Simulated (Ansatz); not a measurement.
## Na under a change: Na → Lu

Consider Na in the bcc (W type) structure (space group Im-3m, No. 229; a = 4.171 Å).

It is then changed as follows: Lu takes the place of Na on all its sites, then cell and atoms are relaxed.

Calculations: Ansatz (an electronic-structure program) PBEsol, no spin-orbit coupling. Settings: 17×17×17 k-points, 0.05 eV Fermi–Dirac smearing, for the changed cell.

- Volume per atom: 27.88 Å³ (base 36.27 Å³)
- Density: 10.42 g/cm³ (base 1.05 g/cm³)
- Shortest interatomic distance: 3.309 Å (base 3.612 Å)
- Band gap: zero (base zero)

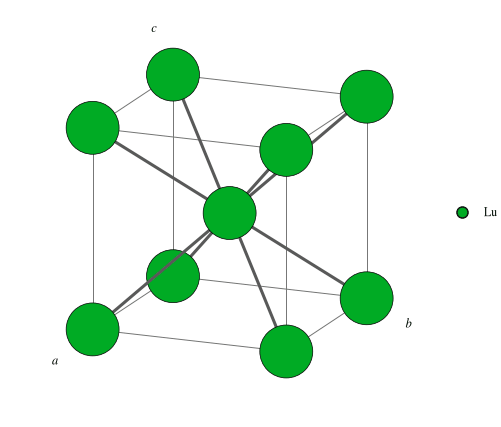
*The relaxed conventional cell after the change*

No phonon test of stability was made. For Lu in this form, whether it has been made was not checked. The final runs are not spin-polarised. This is not the structure that Lu has at room temperature and ambient pressure.
